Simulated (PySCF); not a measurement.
## Geometry relaxation, with input and output: Si$_{3}$H$_{6}$S$_{3}$

- system: Si$_{3}$H$_{6}$S$_{3}$
- method: PBE0-D3(BJ)/def2-SVP geometry optimisation, gas phase (PySCF 2.14.0)

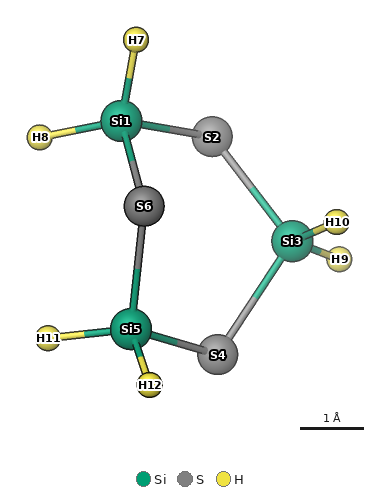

*The starting structure (ball-and-stick view, seen at a tilt; atoms are numbered from 1 in the order of the input).*

Bond lengths as drawn: H–Si 1.43 to 1.45 Å and S–Si 2.14 to 2.18 Å.

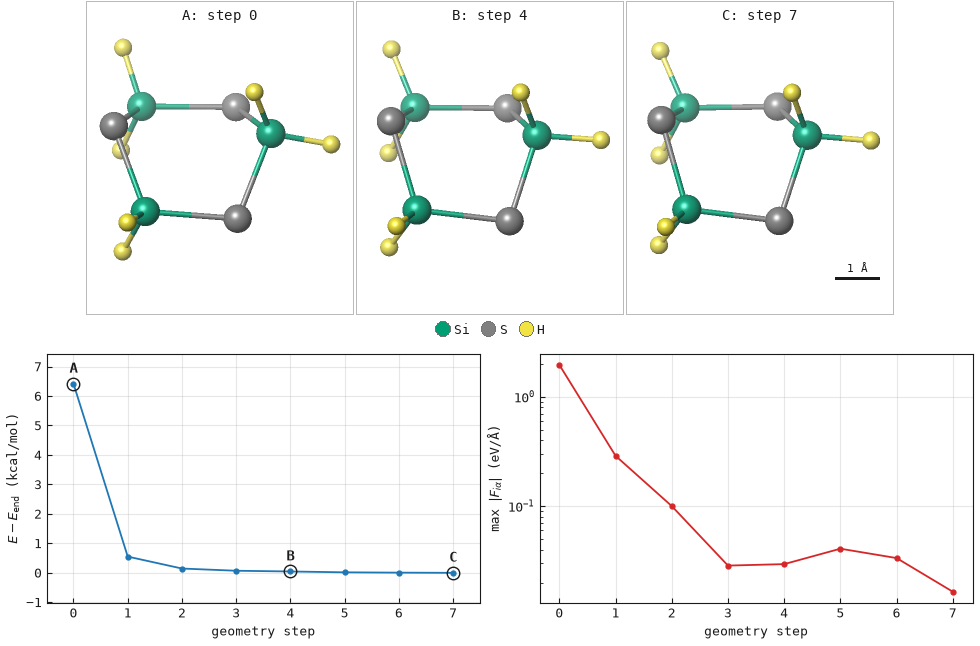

*Frames of the relaxation (ball-and-stick view, seen at a tilt) above the curves, on which the letters mark them (steps are counted from 0).*

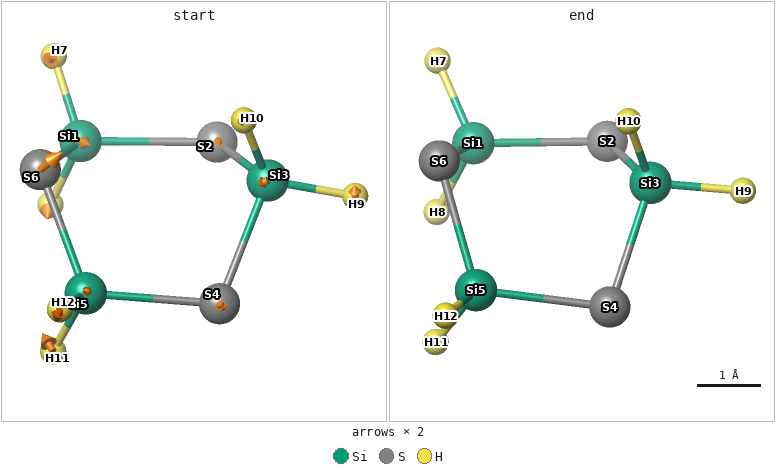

*Before (left) and after (right) the relaxation, at one scale (ball-and-stick view, seen at a tilt). The orange arrows give the displacements, magnified 2 times.*

The largest move after the best rigid fit is that of S6, 0.26 Å. By element the largest moves are S 0.26 Å, H 0.21 Å, Si 0.10 Å. Among the contacts that change: Si1–H7 1.434 → 1.487 Å, Si3–H10 1.440 → 1.485 Å, Si1–H8 1.454 → 1.490 Å, Si1–S2 2.183 → 2.154 Å. Among the angles that change: H9–Si3–H10 119.3° → 111.4°, H7–Si1–H8 118.1° → 110.7°, Si1–S6–Si5 105.5° → 99.2°. Over 7 geometry steps the energy falls by 6.42 kcal/mol. The largest force component goes from 2 to 0.017 eV/Å. (Atoms are counted from 1 in the order of the input.)

The input and output of the run follow.

### Input
```
{"job": {"xc": "PBE0", "basis": "def2-SVP", "d3": "d3bj", "grid": 2, "kind": "geom", "shake": 0.01}, "charge": 0, "multiplicity": 1}
Si     1.087870    -0.970270    -1.357624
S      0.069686     0.843824    -2.019058
Si    -1.478813     1.280215    -0.576345
S     -0.617044     1.529614     1.411235
Si     0.364518    -0.306451     1.906078
S      0.180820    -1.807627     0.395300
H      0.870995    -1.964945    -2.367871
H      2.456553    -0.570092    -1.073336
H     -1.934694     2.602745    -0.905678
H     -2.425049     0.194538    -0.549634
H      1.762313     0.029988     2.093665
H     -0.298663    -0.889125     3.060269
```

The first line tells a small driver script what to run in PySCF; the rest is the geometry in Å.

Run as:
```bash
OMP_NUM_THREADS=1 python <driver script> task.json out
```

### What the program printed
```
step   0  E = -2065.40938919  max force = 0.037956
step   1  E = -2065.41873556  max force = 0.005598
step   2  E = -2065.41938153  max force = 0.001944
step   3  E = -2065.41950101  max force = 0.000557
step   4  E = -2065.41954090  max force = 0.000573
step   5  E = -2065.41958651  max force = 0.000793
step   6  E = -2065.41960343  max force = 0.000652
step   7  E = -2065.41961371  max force = 0.000320
optimisation converged
```

### Trajectory as extended XYZ (Å, eV, eV/Å), 8 frames, from step=0 to step=7
```
12
Properties=species:S:1:pos:R:3:forces:R:3 step=0 energy=-56202.65218
Si    1.0879   -0.9703   -1.3576   -1.1127   1.2564   0.7970
S     0.0697    0.8438   -2.0191    0.0322  -0.0023  -0.0945
Si   -1.4788    1.2802   -0.5764    1.9518  -0.7628   0.6989
S    -0.6170    1.5296    1.4112   -0.3349   0.3603  -0.2212
Si    0.3645   -0.3065    1.9061   -0.4808   0.2915  -0.8867
S     0.1808   -1.8076    0.3953   -0.2064  -0.3790  -0.0930
H     0.8710   -1.9649   -2.3679    0.1377  -0.7936  -0.7476
H     2.4566   -0.5701   -1.0733    0.7198  -0.0093  -0.0359
H    -1.9347    2.6027   -0.9057   -0.5170   0.7807  -0.2873
H    -2.4251    0.1945   -0.5496   -0.8272  -0.5124  -0.0445
H     1.7623    0.0300    2.0937    0.7577   0.0782   0.3010
H    -0.2987   -0.8891    3.0603   -0.1202  -0.3078   0.6139
12
Properties=species:S:1:pos:R:3:forces:R:3 step=1 energy=-56202.90651
Si    0.9976   -0.8830   -1.3557    0.2316  -0.1723  -0.1218
S     0.1001    0.9347   -2.0448   -0.1359   0.0216   0.1131
Si   -1.3795    1.2182   -0.5055   -0.1186   0.2231  -0.2219
S    -0.5720    1.6048    1.4366    0.0667  -0.1110   0.0513
Si    0.3629   -0.2940    1.8513   -0.0459   0.0702   0.2879
S    -0.0040   -1.7665    0.3341    0.0390   0.0697  -0.0604
H     0.9163   -1.9255   -2.4071   -0.0510  -0.0629  -0.0848
H     2.4347   -0.6184   -1.0632   -0.0169   0.0211   0.1237
H    -2.0171    2.5019   -0.8872   -0.0366   0.0804  -0.0049
H    -2.3928    0.1360   -0.4977    0.0363  -0.1049   0.0266
H     1.8145   -0.0483    2.0711    0.0527  -0.0397  -0.1085
H    -0.2225   -0.8860    3.0845   -0.0213   0.0046  -0.0002
12
Properties=species:S:1:pos:R:3:forces:R:3 step=2 energy=-56202.92408
Si    1.0071   -0.8913   -1.3600    0.0917  -0.0760  -0.0290
S     0.0915    0.9314   -2.0398   -0.0507  -0.0118   0.0368
Si   -1.3938    1.2368   -0.5117   -0.0474   0.0743  -0.1000
S    -0.5722    1.6003    1.4365    0.0183  -0.0559   0.0339
Si    0.3628   -0.2972    1.8576    0.0012   0.0526   0.0871
S    -0.0033   -1.7644    0.3303   -0.0190   0.0033  -0.0318
H     0.9314   -1.9346   -2.4186   -0.0210   0.0262  -0.0089
H     2.4343   -0.6175   -1.0272   -0.0202   0.0215   0.0364
H    -2.0366    2.5245   -0.8889    0.0189  -0.0046   0.0141
H    -2.3919    0.1370   -0.4964    0.0268  -0.0273   0.0169
H     1.8233   -0.0640    2.0390    0.0080  -0.0139  -0.0436
H    -0.2145   -0.8874    3.0958   -0.0066   0.0116  -0.0120
12
Properties=species:S:1:pos:R:3:forces:R:3 step=3 energy=-56202.92734
Si    1.0105   -0.8936   -1.3565    0.0106  -0.0114   0.0221
S     0.0866    0.9277   -2.0369   -0.0164  -0.0011  -0.0161
Si   -1.3994    1.2421   -0.5142    0.0085  -0.0084  -0.0200
S    -0.5705    1.5968    1.4361   -0.0092  -0.0087   0.0238
Si    0.3629   -0.2995    1.8549    0.0141   0.0277  -0.0061
S    -0.0168   -1.7636    0.3248   -0.0247  -0.0286  -0.0136
H     0.9431   -1.9283   -2.4237    0.0037   0.0199  -0.0003
H     2.4281   -0.6089   -0.9954   -0.0045   0.0093   0.0048
H    -2.0416    2.5305   -0.8870    0.0115  -0.0042   0.0066
H    -2.3869    0.1324   -0.4905    0.0049   0.0058   0.0053
H     1.8287   -0.0774    2.0066   -0.0011  -0.0037  -0.0076
H    -0.2068   -0.8845    3.0981    0.0025   0.0033   0.0011
12
Properties=species:S:1:pos:R:3:forces:R:3 step=4 energy=-56202.92842
Si    1.0104   -0.8931   -1.3512   -0.0146   0.0130   0.0250
S     0.0813    0.9245   -2.0377   -0.0060  -0.0020  -0.0262
Si   -1.4019    1.2431   -0.5147    0.0295  -0.0199   0.0122
S    -0.5709    1.5930    1.4373   -0.0171   0.0040   0.0116
Si    0.3638   -0.3029    1.8494    0.0113   0.0072  -0.0233
S    -0.0287   -1.7669    0.3206   -0.0174  -0.0222  -0.0049
H     0.9563   -1.9215   -2.4244    0.0124   0.0083  -0.0021
H     2.4211   -0.5986   -0.9724    0.0016   0.0018  -0.0012
H    -2.0404    2.5337   -0.8840    0.0018  -0.0003   0.0015
H    -2.3885    0.1331   -0.4870   -0.0062   0.0101  -0.0010
H     1.8322   -0.0860    1.9825   -0.0012  -0.0008   0.0028
H    -0.1965   -0.8848    3.0980    0.0059   0.0008   0.0055
12
Properties=species:S:1:pos:R:3:forces:R:3 step=5 energy=-56202.92966
Si    1.0082   -0.8900   -1.3417   -0.0276   0.0318   0.0074
S     0.0693    0.9187   -2.0420    0.0027  -0.0092  -0.0225
Si   -1.4057    1.2440   -0.5138    0.0376  -0.0125   0.0408
S    -0.5731    1.5842    1.4411   -0.0190   0.0100  -0.0092
Si    0.3662   -0.3112    1.8382    0.0038  -0.0217  -0.0225
S    -0.0492   -1.7748    0.3122   -0.0027   0.0009   0.0070
H     0.9850   -1.9090   -2.4239    0.0162  -0.0051  -0.0035
H     2.4067   -0.5776   -0.9332    0.0059  -0.0061  -0.0030
H    -2.0359    2.5398   -0.8770   -0.0090   0.0029  -0.0032
H    -2.3973    0.1391   -0.4825   -0.0138   0.0080  -0.0077
H     1.8378   -0.1002    1.9418   -0.0005   0.0018   0.0100
H    -0.1739   -0.8893    3.0973    0.0064  -0.0007   0.0064
12
Properties=species:S:1:pos:R:3:forces:R:3 step=6 energy=-56202.93012
Si    1.0064   -0.8864   -1.3390   -0.0148   0.0251  -0.0058
S     0.0609    0.9158   -2.0463    0.0015  -0.0113  -0.0105
Si   -1.4071    1.2443   -0.5117    0.0213  -0.0002   0.0335
S    -0.5746    1.5782    1.4443   -0.0109   0.0057  -0.0146
Si    0.3679   -0.3174    1.8332    0.0016  -0.0254  -0.0100
S    -0.0565   -1.7790    0.3073    0.0019   0.0111   0.0088
H     1.0018   -1.9028   -2.4240    0.0099  -0.0054  -0.0024
H     2.3994   -0.5656   -0.9181    0.0039  -0.0051  -0.0003
H    -2.0332    2.5432   -0.8716   -0.0078   0.0020  -0.0022
H    -2.4052    0.1452   -0.4813   -0.0090   0.0028  -0.0069
H     1.8403   -0.1069    1.9268   -0.0002   0.0018   0.0075
H    -0.1620   -0.8950    3.0969    0.0026  -0.0010   0.0028
12
Properties=species:S:1:pos:R:3:forces:R:3 step=7 energy=-56202.93040
Si    1.0053   -0.8813   -1.3400    0.0040   0.0093  -0.0116
S     0.0516    0.9141   -2.0510   -0.0019  -0.0081   0.0008
Si   -1.4082    1.2445   -0.5082   -0.0029   0.0077   0.0125
S    -0.5742    1.5724    1.4473    0.0020   0.0005  -0.0110
Si    0.3699   -0.3242    1.8305    0.0007  -0.0165   0.0031
S    -0.0582   -1.7814    0.3021    0.0022   0.0108   0.0056
H     1.0156   -1.8973   -2.4257    0.0009  -0.0007  -0.0006
H     2.3949   -0.5543   -0.9121   -0.0001  -0.0005   0.0029
H    -2.0322    2.5458   -0.8649   -0.0020   0.0004   0.0008
H    -2.4130    0.1513   -0.4799   -0.0004  -0.0024  -0.0030
H     1.8422   -0.1128    1.9226   -0.0003   0.0010   0.0025
H    -0.1554   -0.9030    3.0959   -0.0022  -0.0017  -0.0019
```

### Key numbers

- outcome: converged
- total energy: −2065.419614 hartree
- dipole moment: 0.96 D
- point group: C1
- hardware: 1 CPU thread, shared host
- wall time: 3.4 min
- peak memory: 0.72 GiB
